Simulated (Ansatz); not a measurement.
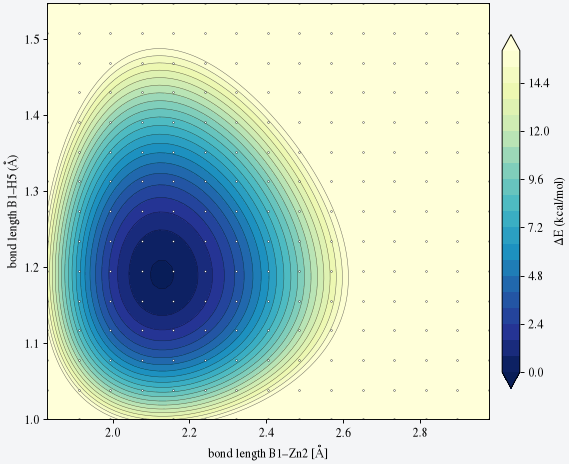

BClH2Zn, SMILES [BH2][Zn][Cl]. 
- First axis: bond length B1–Zn2. Second axis: bond length B1–H5.
- Nothing is relaxed (all other coordinates rigid).
- The scan uses a 15 × 15 grid.
- Points are written as (first, second).
- All energies are given in kcal/mol relative to the lowest grid point.
- Computed with RHF/def2-TZVP (Ansatz).

Drawn: filled contours, dots at the grid points, one colour for all values above the top of the scale. Between grid points the surface is interpolated.

**Where is the minimum, and how stiff is the well along each coordinate?**

The interpolated minimum is at bond length B1–Zn2 ≈ 2.128 Å, bond length B1–H5 ≈ 1.190 Å. The curvatures there are about 9.8 eV/Å² and 25 eV/Å², with a cross term of about 0 eV/Å². Round the minimum the two coordinates are nearly uncoupled. (1 eV is 23.1 kcal/mol.)
